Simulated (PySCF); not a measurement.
## Electronic structure of MgBe (charge +1, doublet) in real space

```
atom   x (Å)   y (Å)    z (Å)
  Mg  0.0000  0.0000  -0.7268
  Be  0.0000  0.0000   1.9342
```

All numbers below come from PySCF, PBE0/aug-pcseg-1, non-relativistic, at a bond length of 2.661 Å.

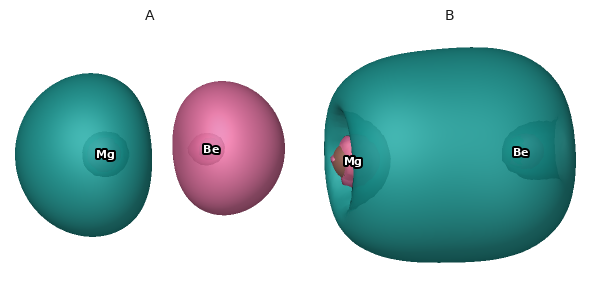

Figure 1. Two frontier β-spin orbitals, each drawn at the value that holds 80 % of its norm (teal and pink are the two phases), in no order; of a degenerate pair one member is drawn.

**Label each orbital by symmetry, say whether it is occupied, and order them by energy.**

Orbital B: σ, occupied in this spin, −12.93 eV; shared between the atoms (Mg 40 %, Be 60 %).
Orbital A: σ, empty in this spin, −8.03 eV; shared between the atoms (Mg 65 %, Be 35 %).

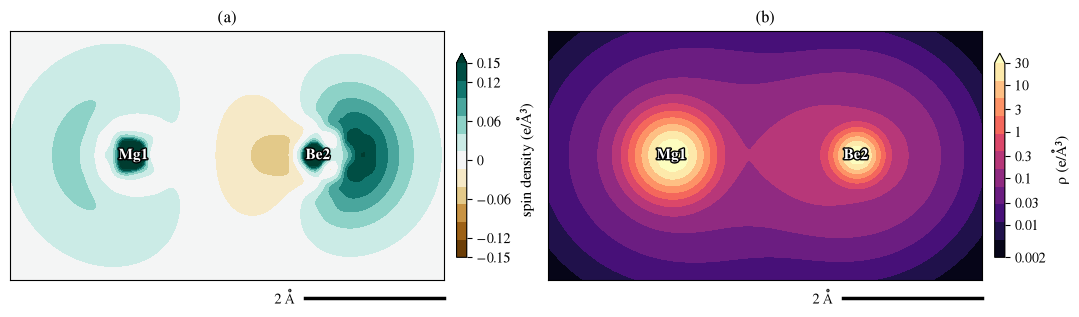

Figure 2. (a) spin density (α minus β); (b) total electron density on a plane that holds the molecular axis.

**Interpret the plot.**

- Atoms in the plane: Mg and Be.
- Mg–Be (2.66 Å): ρ at the midpoint is about 0.17 e/Å³.
- The unpaired spin (1 electron) lies mostly on Mg1 (about 0.5) and Be2 (about 0.5), in electrons by Hirshfeld's partition.
